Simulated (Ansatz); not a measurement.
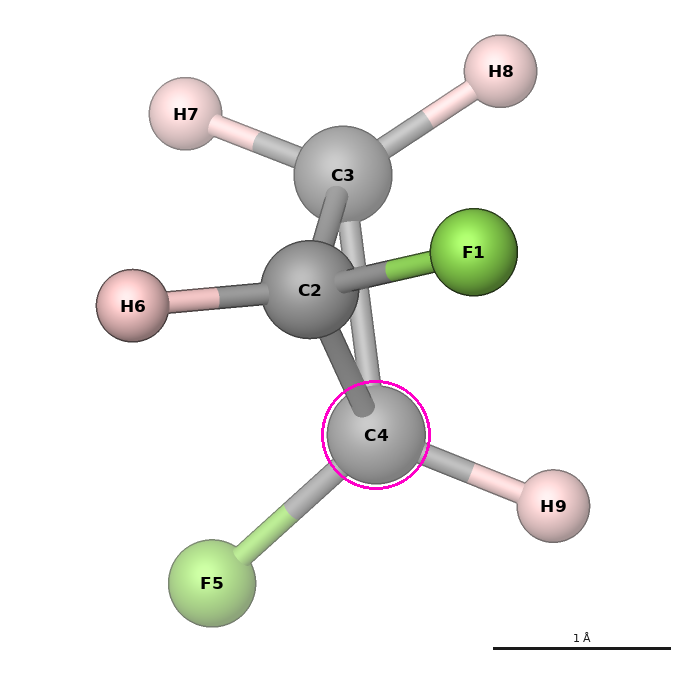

The picture comes from a calculation with Ansatz.

Orthographic view. Depth is shown by fading: the farther an atom, the more it takes the colour of the background. The species has charge +1 and is a spin doublet. Geometry: the geometry of the neutral molecule.

Q: Name the neighbours of the circled atom.

A: The circled atom is C4; it is bonded to C2, C3, F5, H9.

Q: Which atom is nearest the viewer?

A: F1, 1.8 Å in front of the mean position.

Q: Of C2 and C3, which is nearer the viewer?

A: C2; the bond to C3 points away from the viewer, so it looks shorter than its 1.50 Å.
